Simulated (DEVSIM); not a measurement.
Structure: isotype n-n heterojunction Si/Ge, at 300 K.

```
layer (left to right)  material  thickness (μm)  Nd (cm⁻³)  τn (s)  τp (s)
---------------------  --------  --------------  ---------  ------  ------
1                            Si           0.830     8.3e16    1e-5    1e-5
2                            Ge           0.720     2.2e15    1e-5    1e-5
```

Left contact: ohmic. Right contact: ohmic. Voltage is applied to the left contact. Recombination: SRH at mid-gap, Auger. Mobility is μmin + (μ − μmin)/(1 + (N/Nref)^α).

The device is made up for the run: typed textbook-type constants, with dimensions and the other settings drawn at random. Values at 300 K.

```csv
parameter,Si,Ge
gap (eV),1.124,0.664
affinity (eV),4.05,4
permittivity,11.7,16
Nc (cm⁻³),2.86e19,1.04e19
Nv (cm⁻³),3.1e19,6e18
μn (cm²/Vs),1417,3900
μp (cm²/Vs),470,1900
"μn,min",52,150
"μp,min",45,100
"Nref,n",9.7e16,2.6e17
"Nref,p",2.2e17,4e17
αn,0.68,0.56
αp,0.72,0.6
Cn (cm⁶/s),2.8e-31,1e-31
Cp (cm⁶/s),9.9e-32,1e-31
```

Simulated with DEVSIM: 1D drift-diffusion, Boltzmann statistics, complete ionisation; no tunnelling, impact ionisation, image-force lowering or self-heating. Band offsets follow the typed affinities; no thermionic-emission limit at abrupt steps, no polarisation charge.

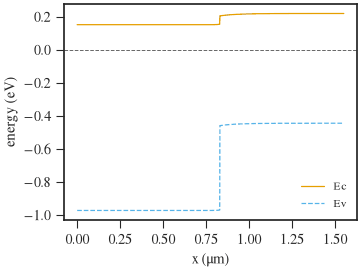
*Band edges at zero bias*

Energies count from the Fermi level of the right contact; mesh points crowd at the junctions.

```
x (μm)    Ec (eV)  Ev (eV)  n (cm⁻³)  p (cm⁻³)  field (V/cm)
--------  -------  -------  --------  --------  ------------
0.000       0.151   -0.973    8.3e16      1400           ≈ 0
0.005598    0.151   -0.973    8.3e16      1400           ≈ 0
0.01765     0.151   -0.973    8.3e16      1400           ≈ 0
0.04357     0.151   -0.973    8.3e16      1400           ≈ 0
0.1334      0.151   -0.973    8.3e16      1400           ≈ 0
0.2926      0.151   -0.973    8.3e16      1400           ≈ 0
0.5544      0.151   -0.973    8.3e16      1400           ≈ 0
0.7326      0.151   -0.973    8.3e16      1400           ≈ 0
0.7873      0.151   -0.973    8.2e16      1400           110
0.8128      0.152   -0.972    8.0e16      1500           660
0.8246      0.153   -0.971    7.6e16      1500          1500
0.8316      0.204   -0.460    3.8e15    1.1e11          1500
0.8390      0.206   -0.458    3.7e15    1.2e11          1400
0.8549      0.208   -0.456    3.4e15    1.3e11          1200
0.9067      0.212   -0.452    2.8e15    1.5e11           670
1.000       0.216   -0.448    2.4e15    1.8e11           250
1.190       0.218   -0.446    2.2e15    2.0e11            38
1.385       0.219   -0.445    2.2e15    2.0e11           ≈ 0
1.495       0.219   -0.445    2.2e15    2.0e11           ≈ 0
1.527       0.219   -0.445    2.2e15    2.0e11           ≈ 0
1.542       0.219   -0.445    2.2e15    2.0e11           ≈ 0
1.550       0.219   -0.445    2.2e15    2.0e11           ≈ 0
```
